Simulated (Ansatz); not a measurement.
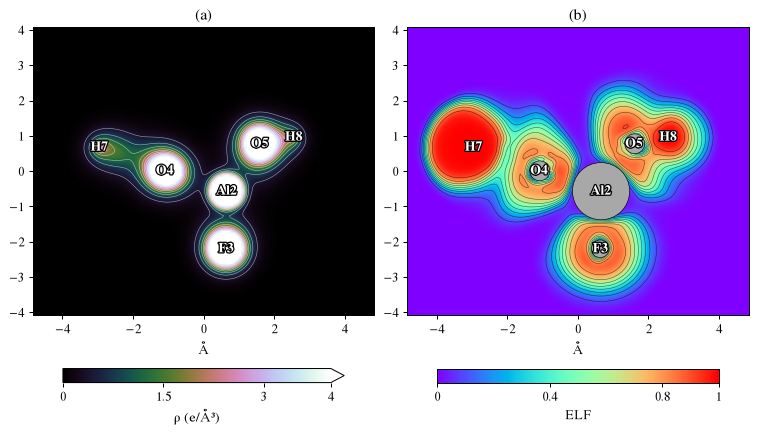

Figure. CH3AlFO2 (SMILES [CH2+][O][Al]([OH])[F]) (charge +1). (a) total electron density; (b) electron localisation function on the plane of atoms F3, Al2 and O5. Grey discs cover the atomic cores in the ELF map.

Geometry: B3LYP-D3(BJ)/6-311G**.

Computed with isolated molecule in a Gaussian basis; Kohn-Sham density functional theory, functional PBE0 (Ansatz).

```xyz
8

C     0.6755    2.5565    0.4970
Al   -1.9553    1.1679    0.2958
F    -2.9087    1.9769   -0.7551
O    -0.4967    2.2177    0.6391
O    -1.7671   -0.2177    1.1677
H     1.3240    2.0538   -0.2290
H     1.0649    3.3751    1.1097
H    -2.2895   -1.0009    1.3487
```

**What do the fields say about this system?**

- The section cuts through Al, F, O and H sites.
- Al–F (1.63 Å): ρ is about 0.97 e/Å³ halfway; the ELF peaks at about 0.85 in the valence shell of F, 0.6 Å from its nucleus, and is about 0.40 at the midpoint.
- Al–O (1.65 Å): ρ at the midpoint is about 0.99 e/Å³; the ELF peaks at about 0.85 in the valence shell of O, 0.6 Å from its nucleus, and is about 0.45 at the midpoint.
- O–H (0.96 Å): the density is about 3.8 e/Å³ at the midpoint; the ELF climbs to about 1 towards the hydrogen, as it does in any bond to H: a covalent bond by its length.
- Al–O (1.83 Å): ρ is about 0.62 e/Å³ halfway; the ELF peaks at about 0.90 in the valence shell of O, 0.6 Å from its nucleus, and is about 0.50 at the midpoint.
- The ELF also peaks beside F3 and O5, away from the bonds: lone-pair regions.
